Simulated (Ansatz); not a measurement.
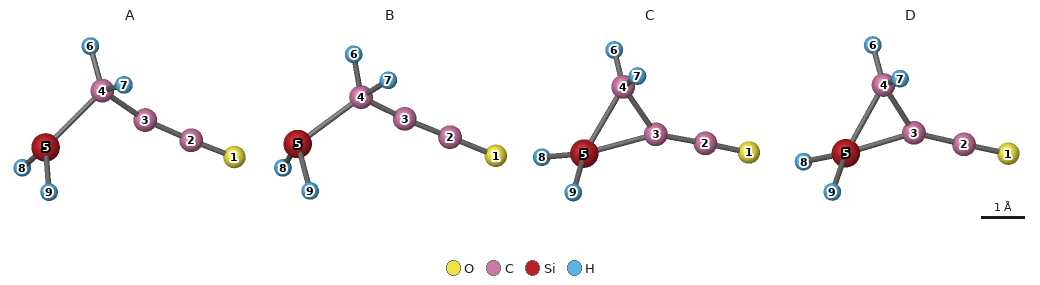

4 geometries from one relaxation of C$_{3}$H$_{4}$OSi, in shuffled order. A ball-and-stick model, seen at a tilt.

The run prepares an end point of a later path (hydrogen shift) calculation, from a guessed geometry.

Computed with Ansatz, RHF/def2-SVP. (no spin polarisation; force threshold 0.02 eV/Å; at most 50 steps)

Put them in the order of the run, from the start to the converged end.

Answer. B, A, D, C. They are steps 0, 2, 5, 11, at +707.0 kJ/mol, +264.7 kJ/mol, +14.6 kJ/mol relative to the last. The atom that moves furthest after the best rigid fit is Si5 (0.69 Å). By element the largest moves are Si 0.69 Å, H 0.59 Å, C 0.43 Å, O 0.20 Å. Some distances before and after: C3–Si5 2.683 → 1.804 Å, C3–C4 1.250 → 1.536 Å, O1–C2 1.241 → 1.141 Å, C2–C3 1.224 → 1.292 Å. New bonds form, among them: C3–Si5 (2.68 → 1.80 Å). Among the angles between lasting bonds that change: C3–C4–Si5 116.8° → 63.4°, H6–C4–H7 64.9° → 112.9°, C2–C3–C4 174.5° → 138.8°. The energy falls by 707.0 kJ/mol in 11 geometry steps. Largest force component: 11 eV/Å at the start, 0.019 eV/Å at the end. Cost: 21 s on 1 thread of Arm Neoverse V2 (shared host), peak memory 0.2 GiB.

Limits of the set-up: Hartree-Fock leaves out electron correlation.
